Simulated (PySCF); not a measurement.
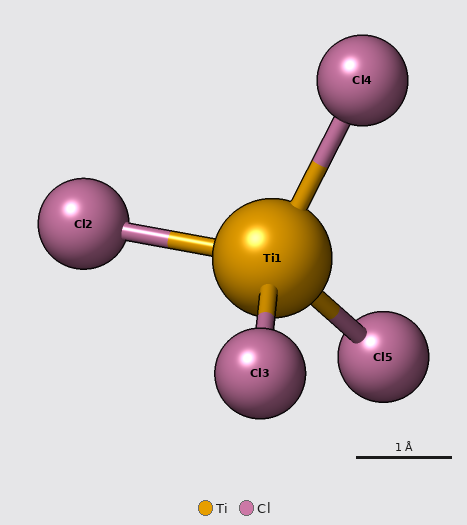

The structure (ball-and-stick view, seen at a tilt; atoms are numbered from 1 in the order of the input). Sticks mark near contacts.

**What a change does: NMR shielding calculation on TiCl$_{4}$**

System: TiCl$_{4}$, SMILES [Cl][Ti]([Cl])([Cl])[Cl].
Method of the first run: GIAO PBE/pcSseg-1 Ti:pcSseg-2 NMR shielding, non-relativistic, gas phase (PySCF 2.14.0).

The geometry comes from this level: PBE0-D3(BJ)/def2-SVP. Text and figures count atoms from 1; the logs count them from 0 in places.

### Input file, the first run
```
{"job": {"kind": "nmr", "xc": "PBE", "basis": {"default": "pcSseg-1", "Ti": "pcSseg-2"}, "pop": false}, "charge": 0, "multiplicity": 1}
Ti    -0.004763     0.000447     0.004001
Cl    -0.000418    -0.019148     2.158655
Cl     2.024027     0.008486    -0.708933
Cl    -1.014112     1.765002    -0.709936
Cl    -1.004724    -1.754798    -0.743786
```

The first line tells a small driver script what to run in PySCF; the rest is the geometry in Å.

Hardware: 1 CPU thread, shared host.

### Output (the first run)
```
coarse grid: 32720 points
cycle   1  E = -2689.4722872432  dE =  3.340e-01  |g| = 6.155e-01  |ddm| = 2.495e+00
cycle   2  E = -2683.3698346773  dE =  6.102e+00  |g| = 6.824e+00  |ddm| = 2.265e+00
cycle   3  E = -2689.4821346053  dE = -6.112e+00  |g| = 6.224e-01  |ddm| = 1.785e+00
cycle   4  E = -2689.5521374451  dE = -7.000e-02  |g| = 5.274e-02  |ddm| = 3.472e-01
cycle   5  E = -2689.5524732339  dE = -3.358e-04  |g| = 1.508e-02  |ddm| = 2.560e-02
cycle   6  E = -2689.5524904665  dE = -1.723e-05  |g| = 1.188e-02  |ddm| = 1.835e-02
cycle   7  E = -2689.5525258741  dE = -3.541e-05  |g| = 1.717e-03  |ddm| = 9.715e-03
cycle   8  E = -2689.5525264417  dE = -5.676e-07  |g| = 1.206e-03  |ddm| = 2.065e-03
final grid: 60240 points
cycle   9  E = -2689.5525392655  dE =  1.038e-05  |g| = 7.237e-03  |ddm| = 4.340e-03
cycle  10  E = -2689.5521500059  dE =  3.893e-04  |g| = 4.443e-02  |ddm| = 2.488e-02
cycle  11  E = -2689.5525498689  dE = -3.999e-04  |g| = 7.394e-04  |ddm| = 2.122e-02
cycle  12  E = -2689.5525500410  dE = -1.720e-07  |g| = 1.240e-04  |ddm| = 7.769e-04
cycle  13  E = -2689.5525500445  dE = -3.496e-09  |g| = 3.275e-05  |ddm| = 7.707e-05
cycle  14  E = -2689.5525500447  dE = -1.901e-10  |g| = 6.923e-06  |ddm| = 1.282e-05
converged SCF energy = -2689.5525500447

GIAO shielding tensors (ppm)
atom      isotropic    diamagn.    paramagn.     s11        s22        s33       span
  0 Ti    -987.143    1609.391   -2596.534   -995.001   -985.392   -981.035     13.966
  1 Cl      30.838    1148.422   -1117.583   -370.855   -369.919    833.289   1204.144
  2 Cl      27.350    1148.427   -1121.078   -375.414   -373.096    830.559   1205.974
  3 Cl      30.161    1148.420   -1118.259   -372.558   -369.627    832.666   1205.224
  4 Cl      29.836    1148.421   -1118.585   -372.145   -370.763    832.415   1204.561
```

For the second run the input was changed thus:
```diff
-"xc": "PBE"
+"xc": "B3LYP"
```

What does this change do to the results?

The total energies belong to different methods, so their difference says nothing on which is more stable or more accurate. The HOMO goes from −8.36 to −9.45 eV. The LUMO goes from −4.60 to −4.01 eV. Of all shieldings, the largest change is that of Cl3, by −28.8 ppm. The functional changes from PBE to B3LYP. Exact exchange removes part of the self-interaction error of semilocal functionals, which pushes filled and empty levels apart. The SCF takes 13 iterations against 14.

### Output (the second run)
```
coarse grid: 32720 points
cycle   1  E = -2690.3953126455  dE =  4.121e-01  |g| = 8.672e-01  |ddm| = 2.349e+00
cycle   2  E = -2680.0769670029  dE =  1.032e+01  |g| = 8.731e+00  |ddm| = 2.967e+00
cycle   3  E = -2690.2622597870  dE = -1.019e+01  |g| = 1.345e+00  |ddm| = 2.099e+00
cycle   4  E = -2690.5632986126  dE = -3.010e-01  |g| = 2.504e-01  |ddm| = 4.870e-01
cycle   5  E = -2690.5729189789  dE = -9.620e-03  |g| = 8.386e-02  |ddm| = 8.140e-02
cycle   6  E = -2690.5744516431  dE = -1.533e-03  |g| = 1.232e-02  |ddm| = 5.278e-02
cycle   7  E = -2690.5744818227  dE = -3.018e-05  |g| = 2.486e-03  |ddm| = 8.188e-03
cycle   8  E = -2690.5744828231  dE = -1.000e-06  |g| = 1.074e-03  |ddm| = 2.320e-03
final grid: 60240 points
cycle   9  E = -2690.5744904117  dE =  5.875e-07  |g| = 1.928e-03  |ddm| = 2.890e-03
cycle  10  E = -2690.5744865192  dE =  3.893e-06  |g| = 4.569e-03  |ddm| = 4.892e-03
cycle  11  E = -2690.5744905938  dE = -4.075e-06  |g| = 1.922e-03  |ddm| = 3.411e-03
cycle  12  E = -2690.5744913920  dE = -7.982e-07  |g| = 3.759e-05  |ddm| = 1.121e-03
cycle  13  E = -2690.5744913923  dE = -3.015e-10  |g| = 4.938e-06  |ddm| = 3.937e-05
converged SCF energy = -2690.5744913923

GIAO shielding tensors (ppm)
atom      isotropic    diamagn.    paramagn.     s11        s22        s33       span
  0 Ti   -1001.299    1608.039   -2609.337  -1009.277   -999.597   -995.022     14.255
  1 Cl       3.633    1148.818   -1145.185   -454.859   -453.897    919.656   1374.514
  2 Cl      -1.401    1148.822   -1150.223   -461.618   -459.393    916.808   1378.426
  3 Cl       2.707    1148.816   -1146.110   -456.512   -454.391    919.023   1375.535
  4 Cl       2.233    1148.817   -1146.584   -456.280   -455.780    918.760   1375.040
```

### The two runs side by side

| quantity | the first run | the second run |
| --- | --- | --- |
| outcome | converged | converged |
| total energy (hartree) | −2689.552550 | −2690.574491 |
| HOMO (eV) | −8.36 | −9.45 |
| LUMO (eV) | −4.60 | −4.01 |
| dipole moment (D) | 0.00 | 0.01 |
| shielding of Ti1 (ppm) | −987.1 | −1001.3 |
| shielding of Cl2 (ppm) | 30.8 | 3.6 |
| shielding of Cl3 (ppm) | 27.3 | −1.4 |
| shielding of Cl4 (ppm) | 30.2 | 2.7 |
| shielding of Cl5 (ppm) | 29.8 | 2.2 |
| SCF iterations | 14 | 13 |
| basis functions | 169 | 169 |
| wall time (shared host) | 17 s | 14 s |
